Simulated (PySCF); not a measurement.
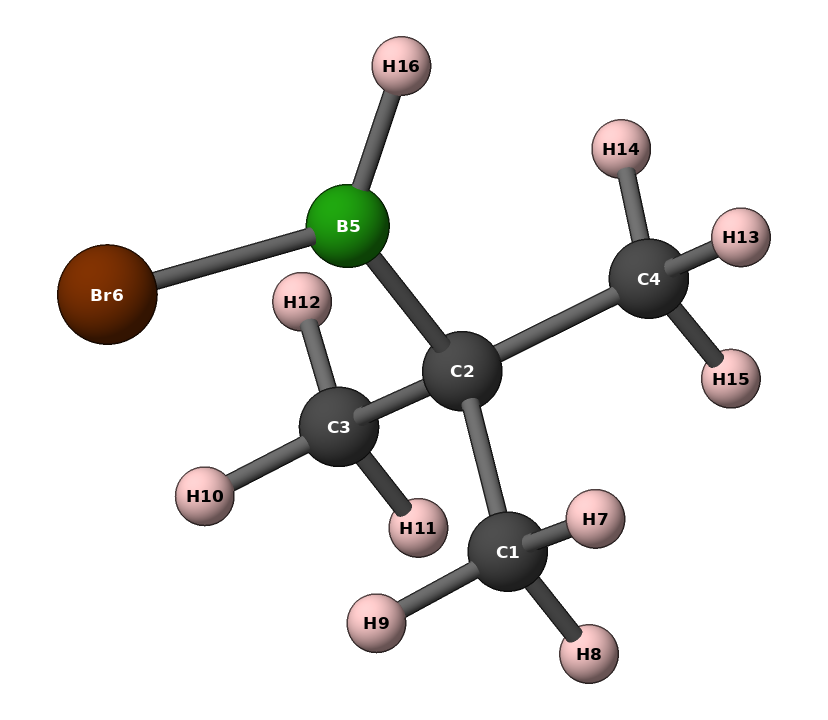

The questions are on isotropic NMR shieldings of the H atoms. Computed geometry: PBE0-D3(BJ)/def2-SVP optimisation. No frequency run is at hand to confirm it as a minimum. Method: GIAO B97-2/pcSseg-1 NMR shielding, non-relativistic, gas phase (PySCF 2.14.0).

Question: Which H atom is the most shielded (lowest chemical shift)?

Answer: H8, H11 (30.56 to 30.57 ppm).

Question: Which H atom is the least shielded (highest chemical shift)?

Answer: H16 (23.82 ppm).

Question: How wide is the range of H shifts?

Answer: 6.75 ppm.

List the isotropic NMR shieldings of the H atoms.

| atom | σ (ppm) |
| --- | --- |
| H7 | 30.50 |
| H8 | 30.57 |
| H9 | 29.92 |
| H10 | 29.94 |
| H11 | 30.56 |
| H12 | 30.50 |
| H13 | 29.98 |
| H14 | 29.98 |
| H15 | 30.52 |
| H16 | 23.82 |
